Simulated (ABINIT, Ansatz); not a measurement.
# Lattice dynamics of Tm (P6_3/mmc) in two programs, part 3 of 4

Aim: the phonon dispersion of Tm (P6_3/mmc), checked by a second program.

ABINIT 10.8.3; DFT PBEsol, scalar-relativistic, plane waves, PseudoDojo norm-conserving, 4f in core pseudopotentials (the lanthanide files made for PBE).

So far. Step 4 (Self-consistent run for the response): The cell stands at -2.8 GPa: the relaxation ran with a smoothed and higher cutoff, and the difference is a stress of the finite basis. Step 5 (Linear response at Γ): The acoustic modes at Γ come out as far as 4.1 cm⁻¹ from zero, where they should vanish, a small numerical error. The relaxed cell has a = 3.485, c = 5.435 Å (conventional setting).

## (7) Dispersion

anaddb transforms the dynamical matrices to force constants and back along the path; points of the mesh come back as solved, but for the sum rule and, in polar crystals, the LO-TO term at Γ; the rest is interpolation.

File anaddb.abi:

```
ddb_filepath "all_DDB"
output_file "anaddb.abo"
outdata_prefix "anaddb"
ifcflag 1
ngqpt 3 3 2
nqshft 1
q1shft 0.0 0.0 0.0
asr 1
chneut 0
dipdip 0
dipquad 0
quadquad 0
enunit 0
eivec 0
nph1l 93
qph1l 
    0.0 0.0 0.0 1.0
    0.05 0.0 0.0 1.0
    0.1 0.0 0.0 1.0
    0.15 0.0 0.0 1.0
    0.2 0.0 0.0 1.0
    0.25 0.0 0.0 1.0
    0.3 0.0 0.0 1.0
    0.35 0.0 0.0 1.0
    0.4 0.0 0.0 1.0
    0.45 0.0 0.0 1.0
    0.5 0.0 0.0 1.0
    0.48333333 0.03333333 0.0 1.0
    0.46666667 0.06666667 0.0 1.0
    0.45 0.1 0.0 1.0
    0.43333333 0.13333333 0.0 1.0
    0.41666667 0.16666667 0.0 1.0
    0.4 0.2 0.0 1.0
    0.38333333 0.23333333 0.0 1.0
    0.36666667 0.26666667 0.0 1.0
    0.35 0.3 0.0 1.0
    0.33333333 0.33333333 0.0 1.0
    0.3 0.3 0.0 1.0
    0.26666667 0.26666667 0.0 1.0
    0.23333333 0.23333333 0.0 1.0
    0.2 0.2 0.0 1.0
    0.16666667 0.16666667 0.0 1.0
    0.13333333 0.13333333 0.0 1.0
    0.1 0.1 0.0 1.0
    0.06666667 0.06666667 0.0 1.0
    0.03333333 0.03333333 0.0 1.0
    0.0 0.0 0.0 1.0
    0.0 0.0 0.05 1.0
    0.0 0.0 0.1 1.0
    0.0 0.0 0.15 1.0
    0.0 0.0 0.2 1.0
    0.0 0.0 0.25 1.0
    0.0 0.0 0.3 1.0
    0.0 0.0 0.35 1.0
    0.0 0.0 0.4 1.0
    0.0 0.0 0.45 1.0
    0.0 0.0 0.5 1.0
    0.05 0.0 0.5 1.0
    0.1 0.0 0.5 1.0
    0.15 0.0 0.5 1.0
    0.2 0.0 0.5 1.0
    0.25 0.0 0.5 1.0
    0.3 0.0 0.5 1.0
    0.35 0.0 0.5 1.0
    0.4 0.0 0.5 1.0
    0.45 0.0 0.5 1.0
    0.5 0.0 0.5 1.0
    0.48333333 0.03333333 0.5 1.0
    0.46666667 0.06666667 0.5 1.0
    0.45 0.1 0.5 1.0
    0.43333333 0.13333333 0.5 1.0
    0.41666667 0.16666667 0.5 1.0
    0.4 0.2 0.5 1.0
    0.38333333 0.23333333 0.5 1.0
    0.36666667 0.26666667 0.5 1.0
    0.35 0.3 0.5 1.0
    0.33333333 0.33333333 0.5 1.0
    0.3 0.3 0.5 1.0
    0.26666667 0.26666667 0.5 1.0
    0.23333333 0.23333333 0.5 1.0
    0.2 0.2 0.5 1.0
    0.16666667 0.16666667 0.5 1.0
    0.13333333 0.13333333 0.5 1.0
    0.1 0.1 0.5 1.0
    0.06666667 0.06666667 0.5 1.0
    0.03333333 0.03333333 0.5 1.0
    0.0 0.0 0.5 1.0
    0.5 0.0 0.5 1.0
    0.5 0.0 0.45 1.0
    0.5 0.0 0.4 1.0
    0.5 0.0 0.35 1.0
    0.5 0.0 0.3 1.0
    0.5 0.0 0.25 1.0
    0.5 0.0 0.2 1.0
    0.5 0.0 0.15 1.0
    0.5 0.0 0.1 1.0
    0.5 0.0 0.05 1.0
    0.5 0.0 0.0 1.0
    0.33333333 0.33333333 0.5 1.0
    0.33333333 0.33333333 0.45 1.0
    0.33333333 0.33333333 0.4 1.0
    0.33333333 0.33333333 0.35 1.0
    0.33333333 0.33333333 0.3 1.0
    0.33333333 0.33333333 0.25 1.0
    0.33333333 0.33333333 0.2 1.0
    0.33333333 0.33333333 0.15 1.0
    0.33333333 0.33333333 0.1 1.0
    0.33333333 0.33333333 0.05 1.0
    0.33333333 0.33333333 0.0 1.0
```

File mrgddb.in:

```
all_DDB
merged
6
dfpt_gammao_DDB
dfpt_qo_DS1_DDB
dfpt_qo_DS2_DDB
dfpt_qo_DS3_DDB
dfpt_qo_DS4_DDB
dfpt_qo_DS5_DDB
```

Run with:

```
mrgddb < mrgddb.in > mrgddb.log
OMP_NUM_THREADS=1 anaddb anaddb.abi > anaddb.log
```

anaddb.abo, the main output file:

```text
[banners, grids, parts of the stress and lines that vanish by symmetry left out]
-outvars_anaddb: echo values of input variables ----------------------

 Flags :
[...]
Phonon wavevector (reduced coordinates) :  0.00000  0.00000  0.00000
 Phonon energies in Hartree :
[...]
Phonon frequencies in cm-1    :
-  0.000000E+00  0.000000E+00  0.000000E+00  6.874654E+01  6.874654E+01
-  1.197689E+02
[...]
Phonon wavevector (reduced coordinates) :  0.05000  0.00000  0.00000
 Phonon energies in Hartree :
[...]
Phonon frequencies in cm-1    :
-  1.023069E+01  1.074063E+01  1.617437E+01  6.976563E+01  7.009605E+01
-  1.197922E+02
[...]
Phonon wavevector (reduced coordinates) :  0.10000  0.00000  0.00000
 Phonon energies in Hartree :
[...]
Phonon frequencies in cm-1    :
-  2.017467E+01  2.100861E+01  3.190487E+01  7.261556E+01  7.380698E+01
-  1.197993E+02
[...]
Phonon wavevector (reduced coordinates) :  0.15000  0.00000  0.00000
 Phonon energies in Hartree :
[...]
Phonon frequencies in cm-1    :
-  2.958024E+01  3.038528E+01  4.676667E+01  7.676816E+01  7.905987E+01
-  1.196251E+02
[...]
Phonon wavevector (reduced coordinates) :  0.20000  0.00000  0.00000
 Phonon energies in Hartree :
[...]
Phonon frequencies in cm-1    :
-  3.825669E+01  3.855160E+01  6.037291E+01  8.157325E+01  8.492768E+01
-  1.190660E+02
[...]
Phonon wavevector (reduced coordinates) :  0.25000  0.00000  0.00000
 Phonon energies in Hartree :
[...]
Phonon frequencies in cm-1    :
-  4.531636E+01  4.608178E+01  7.239193E+01  8.642609E+01  9.063546E+01
-  1.179595E+02
  Phonon wavevector (reduced coordinates) :  0.30000  0.00000  0.00000
 Phonon energies in Hartree :
[...]
Phonon frequencies in cm-1    :
-  5.062108E+01  5.298039E+01  8.256010E+01  9.085139E+01  9.564411E+01
-  1.162600E+02
  Phonon wavevector (reduced coordinates) :  0.35000  0.00000  0.00000
 Phonon energies in Hartree :
[...]
Phonon frequencies in cm-1    :
-  5.452043E+01  5.886725E+01  9.068786E+01  9.452136E+01  9.963024E+01
-  1.141006E+02
  Phonon wavevector (reduced coordinates) :  0.40000  0.00000  0.00000
 Phonon energies in Hartree :
[...]
Phonon frequencies in cm-1    :
-  5.714248E+01  6.355803E+01  9.665615E+01  9.723737E+01  1.024286E+02
-  1.118365E+02
  Phonon wavevector (reduced coordinates) :  0.45000  0.00000  0.00000
 Phonon energies in Hartree :
[...]
Phonon frequencies in cm-1    :
-  5.863658E+01  6.669423E+01  9.889585E+01  1.003837E+02  1.039902E+02
-  1.100400E+02
  Phonon wavevector (reduced coordinates) :  0.50000  0.00000  0.00000
 Phonon energies in Hartree :
[...]
Phonon frequencies in cm-1    :
-  5.911988E+01  6.781695E+01  9.945252E+01  1.016953E+02  1.044447E+02
-  1.093421E+02
  Phonon wavevector (reduced coordinates) :  0.48333  0.03333  0.00000
 Phonon energies in Hartree :
[...]
Phonon frequencies in cm-1    :
-  5.966742E+01  6.804566E+01  9.869901E+01  1.022895E+02  1.043531E+02
-  1.090809E+02
  Phonon wavevector (reduced coordinates) :  0.46667  0.06667  0.00000
 Phonon energies in Hartree :
[...]
Phonon frequencies in cm-1    :
-  6.125182E+01  6.872949E+01  9.725801E+01  1.032644E+02  1.040815E+02
-  1.083042E+02
  Phonon wavevector (reduced coordinates) :  0.45000  0.10000  0.00000
 Phonon energies in Hartree :
[...]
Phonon frequencies in cm-1    :
-  6.371353E+01  6.986111E+01  9.560880E+01  1.036395E+02  1.041760E+02
-  1.070319E+02
[...]
Phonon wavevector (reduced coordinates) :  0.10000  0.00000  0.50000
 Phonon energies in Hartree :
[...]
Phonon frequencies in cm-1    :
-  5.416561E+01  5.416561E+01  5.596813E+01  5.596813E+01  8.557380E+01
-  8.557380E+01
  Phonon wavevector (reduced coordinates) :  0.15000  0.00000  0.50000
 Phonon energies in Hartree :
[...]
Phonon frequencies in cm-1    :
-  5.834266E+01  5.834266E+01  6.086750E+01  6.086750E+01  8.734413E+01
-  8.734413E+01
  Phonon wavevector (reduced coordinates) :  0.20000  0.00000  0.50000
 Phonon energies in Hartree :
[...]
Phonon frequencies in cm-1    :
-  6.294195E+01  6.294195E+01  6.463748E+01  6.463748E+01  9.081120E+01
-  9.081120E+01
  Phonon wavevector (reduced coordinates) :  0.25000  0.00000  0.50000
 Phonon energies in Hartree :
[...]
Phonon frequencies in cm-1    :
-  6.663917E+01  6.663917E+01  6.734446E+01  6.734446E+01  9.577046E+01
-  9.577046E+01
  Phonon wavevector (reduced coordinates) :  0.30000  0.00000  0.50000
 Phonon energies in Hartree :
[...]
Phonon frequencies in cm-1    :
-  6.739138E+01  6.739138E+01  7.114631E+01  7.114631E+01  1.011783E+02
-  1.011783E+02
  Phonon wavevector (reduced coordinates) :  0.35000  0.00000  0.50000
 Phonon energies in Hartree :
[...]
Phonon frequencies in cm-1    :
-  6.755511E+01  6.755511E+01  7.413769E+01  7.413769E+01  1.060550E+02
-  1.060550E+02
[...]
Phonon wavevector (reduced coordinates) :  0.33333  0.33333  0.05000
 Phonon energies in Hartree :
[...]
Phonon frequencies in cm-1    :
-  8.221239E+01  8.221239E+01  9.043170E+01  9.043170E+01  9.896980E+01
-  1.069663E+02
  Phonon wavevector (reduced coordinates) :  0.33333  0.33333  0.00000
 Phonon energies in Hartree :
[...]
Phonon frequencies in cm-1    :
-  8.489950E+01  8.489950E+01  8.805543E+01  8.805543E+01  9.899483E+01
-  1.070853E+02
-
```

It took 0.53 s on 1 thread of Arm Neoverse V1, shared host.

Numbers from this step:

```yaml
lowest_frequency_on_the_path: 0 cm⁻¹
```

Anaddb. The phonon branches at the labelled points (cm⁻¹):

| point | branch 1 | branch 2 | branch 3 | branch 4 | branch 5 | branch 6 |
| --- | --- | --- | --- | --- | --- | --- |
| Γ | 0 | 0 | 0 | 69 | 69 | 120 |
| M | 59 | 68 | 100 | 102 | 104 | 109 |
| K | 85 | 85 | 88 | 88 | 99 | 107 |
| Γ | 0 | 0 | 0 | 69 | 69 | 120 |
| A | 50 | 50 | 50 | 50 | 85 | 85 |
| L | 67 | 67 | 78 | 78 | 113 | 113 |
| H | 53 | 53 | 100 | 100 | 106 | 106 |
| A | 50 | 50 | 50 | 50 | 85 | 85 |
| jump to L | 67 | 67 | 78 | 78 | 113 | 113 |
| M | 59 | 68 | 100 | 102 | 104 | 109 |
| jump to H | 53 | 53 | 100 | 100 | 106 | 106 |
| K | 85 | 85 | 88 | 88 | 99 | 107 |

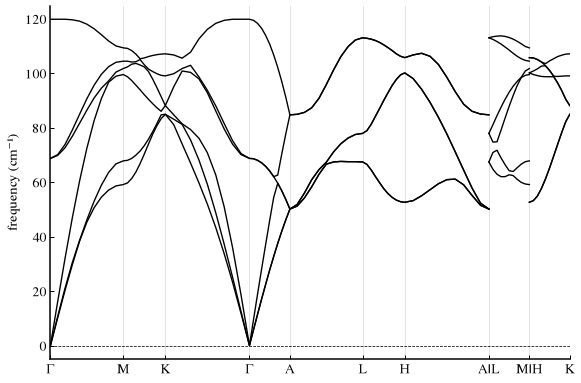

Phonon branches along the path.

All branches are real along the path.

## (8) Density of states

Sums over the zone need many more wavevectors than were solved, so the interpolation is sampled on a dense mesh.

File anaddb.abi:

```
ddb_filepath "all_DDB"
output_file "anaddb.abo"
outdata_prefix "anaddb"
ifcflag 1
ngqpt 3 3 2
nqshft 1
q1shft 0.0 0.0 0.0
asr 1
chneut 0
dipdip 0
dipquad 0
quadquad 0
prtdos 2
ng2qpt 15 15 8
dosdeltae 4.5563e-06
ntemper 11
temperinc 100.0
tempermin 0.0
```

Run with:

```
OMP_NUM_THREADS=1 anaddb anaddb.abi > anaddb.log
```

anaddb.abo, the main output file:

```text
-outvars_anaddb: echo values of input variables ----------------------

 Flags :
     ifcflag         1
 Miscellaneous information :
         asr         1
      chneut         0
 Interatomic Force Constants Inputs :
      dipdip         0
     dipquad         0
    quadquad         0
      ifcana         0
      ifcout         0
 Description of grid 1 :
        brav         1
       ngqpt         3         3         2
      nqshft         1
      q1shft
                     0.00000000E+00  0.00000000E+00  0.00000000E+00
 Phonon DOS information :
   dosdeltae  4.55630000E-06
    dossmear  4.55633525E-06
 Description of grid 2 (Fourier interp. or BZ sampling):
      ng2qpt        15        15         8
      ngrids         4
      q2shft         0.00000000E+00  0.00000000E+00  0.00000000E+00

================================================================================

 read the DDB information and perform some checks

  ==== Info on the Cryst% object ====
 Real(R)+Recip(G) space primitive vectors, cartesian coordinates (Bohr,Bohr^-1):
 R(1)=  6.5858170  0.0000000  0.0000000  G(1)=  0.1518415  0.0876657  0.0000000
 R(2)= -3.2929085  5.7034848  0.0000000  G(2)=  0.0000000  0.1753314  0.0000000
 R(3)=  0.0000000  0.0000000 10.2697451  G(3)=  0.0000000  0.0000000  0.0973734
 Unit cell volume ucvol=  3.8575326E+02 bohr^3
 Angles (23,13,12)=  9.00000000E+01  9.00000000E+01  1.20000000E+02 degrees
 Time-reversal symmetry is present
 Reduced atomic positions [iatom, xred, symbol]:
    1)    0.3333333  0.6666667  0.2500000  Tm
    2)    0.6666667  0.3333333  0.7500000  Tm

 DDB file with 6 blocks has been read.

================================================================================

 Calculation of the interatomic forces

       Homogeneous q point set in the B.Z.
 Grid q points  :       18
  1)   0.00000000E+00  0.00000000E+00  0.00000000E+00
  2)   3.33333333E-01  0.00000000E+00  0.00000000E+00
  3)  -3.33333333E-01  0.00000000E+00  0.00000000E+00
  4)   0.00000000E+00  3.33333333E-01  0.00000000E+00
  5)   3.33333333E-01  3.33333333E-01  0.00000000E+00
  6)  -3.33333333E-01  3.33333333E-01  0.00000000E+00
  7)   0.00000000E+00 -3.33333333E-01  0.00000000E+00
  8)   3.33333333E-01 -3.33333333E-01  0.00000000E+00
  9)  -3.33333333E-01 -3.33333333E-01  0.00000000E+00
 10)   0.00000000E+00  0.00000000E+00  5.00000000E-01
 11)   3.33333333E-01  0.00000000E+00  5.00000000E-01
 12)  -3.33333333E-01  0.00000000E+00  5.00000000E-01
 13)   0.00000000E+00  3.33333333E-01  5.00000000E-01
 14)   3.33333333E-01  3.33333333E-01  5.00000000E-01
 15)  -3.33333333E-01  3.33333333E-01  5.00000000E-01
 16)   0.00000000E+00 -3.33333333E-01  5.00000000E-01
 17)   3.33333333E-01 -3.33333333E-01  5.00000000E-01
 18)  -3.33333333E-01 -3.33333333E-01  5.00000000E-01

 The interatomic forces have been obtained

================================================================================

 Calculation of phonon density of states

 Average speed of sound partial sums:     0.9498330499E-03 (at units)
-                                   =           2.0779 [km/s]

 Debye frequency from partial sums:     0.5085820929E-03 (Ha)
-                                 =     0.3346309419E+01 (THz)
-Debye temperature from partial sums:     0.1605975230E+03 (K)

 Average speed of sound:     0.1000496953E-02 (at units)
-                      =           2.1888 [km/s]

 Debye frequency from DOS:     0.5357097592E-03 (Ha)
-                        =     0.3524800888E+01 (THz)
-Debye temperature from DOS:     0.1691637625E+03 (K)

-
```

The job ended after 0.55 s (1 thread).

Read from the output:

```yaml
share_of_modes_beyond_3i_cm_minus1_on_the_dense_interpolated_mesh: 0
zero_point_energy_per_atom: 15.16 meV
heat_capacity_at_300_k: 24.61 J/(mol atoms K)
vibrational_entropy_at_300_k: 49.56 J/(mol atoms K)
```

The phonon density of states has structure finer than the step of the table below, so its rows give means over 10 cm⁻¹, whole bins alone (the curve runs from -30 to 150 cm⁻¹). Peaks (cm⁻¹: height): 60.0: 0.105, 87.0: 0.101, 104.0: 0.112, 111.0: 0.128.

Tetrahedra. Phonon density of states against wavenumber; means over each step:

| wavenumber (cm⁻¹) | phonon density of states (1/cm⁻¹/cell) |
| --- | --- |
| -10 | 0 |
| 0 | 1.5e-5 |
| 10 | 4.3e-4 |
| 20 | 0.00251 |
| 30 | 0.00681 |
| 40 | 0.0151 |
| 50 | 0.0441 |
| 60 | 0.0927 |
| 70 | 0.0742 |
| 80 | 0.0777 |
| 90 | 0.0876 |
| 100 | 0.0911 |
| 110 | 0.0971 |
| 120 | 0.00974 |
| 130 | 0 |

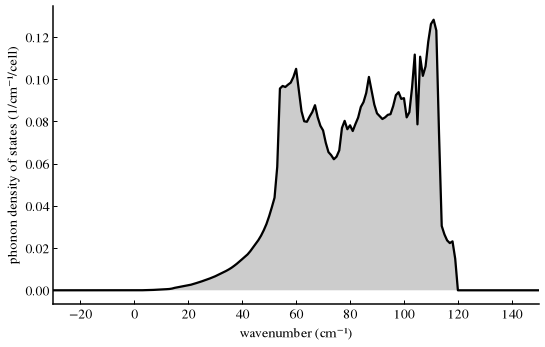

Phonon density of states, plotted against wavenumber.

Harmonic thermodynamic functions per atom, summed over the density of states scaled to three modes an atom; melting is ignored. Thermodynamic functions:

| T (K) | F_vib (meV/atom) | S (J/mol-atom/K) | C_V (J/mol-atom/K) |
| --- | --- | --- | --- |
| 0 | 15.16 | 0 | 0 |
| 50 | 13.49 | 9.908 | 16.04 |
| 100 | 4.62 | 23.45 | 22.14 |
| 200 | -28.93 | 39.66 | 24.2 |
| 300 | -75.5 | 49.56 | 24.61 |
| 400 | -130.7 | 56.66 | 24.75 |
| 500 | -192.4 | 62.2 | 24.82 |
| 600 | -259.3 | 66.73 | 24.86 |
| 700 | -330.5 | 70.56 | 24.88 |
| 800 | -405.4 | 73.88 | 24.9 |
| 900 | -483.5 | 76.82 | 24.91 |
| 1000 | -564.5 | 79.44 | 24.91 |

At 300 K the heat capacity has reached 99 % of the Dulong-Petit value.

(Part 3 of 4 ends here.)

[Host names and launcher messages were left out of these logs when they were recorded.]

[Logs are printed without paths, hosts, clocks, repeated set-up lines and the standing remarks that a program may print on its own settings, such as how far it seeks lower states.]

[Hosts, paths, dates, database ids (printed as entryN), source tags and the programs' standing remarks are cut or masked in the printed files.]
